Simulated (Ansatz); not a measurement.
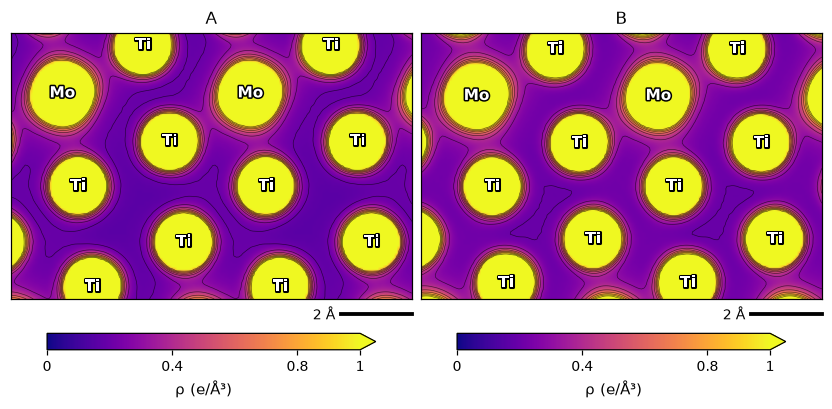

Ti4Mo. The valence electron density of two cells that differ in size, on the (101) plane of each (indices in the axes of the calculation cell), at one length scale and on one colour scale: A has 16.4 Å³ an atom and B 14.9.

Space group I4/m; a generated structure, not necessarily the stable one; computed without spin polarisation.

All numbers below come from DFT PBE, scalar-relativistic, plane waves, PAW in Ansatz 0.2.0.

The larger cell:

```
CELL_PARAMETERS angstrom
-3.58573 3.58573 1.59317
3.58573 -3.58573 1.59317
3.58573 3.58573 -1.59317
ATOMIC_POSITIONS crystal
Ti 0.21785 0.59070 0.80855
Ti 0.59070 0.78215 0.37285
Ti 0.40930 0.21785 0.62715
Ti 0.78215 0.40930 0.19145
Mo 0.00000 0.00000 0.00000
```

The smaller cell: a = 5.140 Å, b = 5.140 Å, c = 5.140 Å, α = 95.19°, β = 95.19°, γ = 144.98°.

**What changes from the larger cell to the smaller?**

From the larger cell to the smaller, Ti–Ti goes from 2.82 to 2.74 Å, and the density at its midpoint from 0.19 to 0.22 e/Å³; Ti–Mo goes from 2.66 to 2.60 Å, and the density at its midpoint from 0.34 to 0.37 e/Å³; the pressure goes from 3.8 to 19 GPa.
